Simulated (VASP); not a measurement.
Band structure of BeSe (zinc blende). Method: vdW-DF2, VASP's PBE PAW potentials (set 64) (plane waves; VASP).

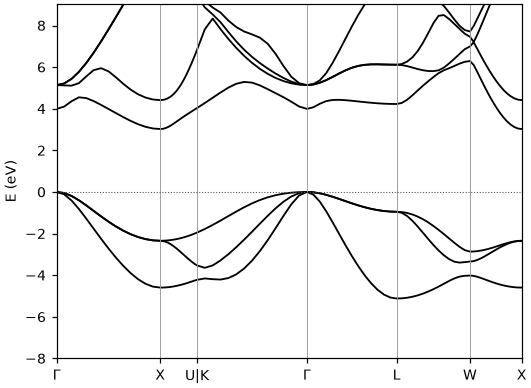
Bands along high-symmetry lines, zero at the valence-band maximum or, without a gap, the Fermi level

Read the plot: is there a gap, and where are the band edges?

The gap is indirect, 3.02 eV, from the valence maximum at Γ to the conduction minimum at X. (Edges off the drawn lines would not show.)

Measured: gap 4.00 eV (computed value off by -0.98 eV), as given by Das et al., (2018), arXiv:1807.05623.

The compound is BeSe in the zinc blende structure. It was relaxed first, which changed the volume by +8 %.
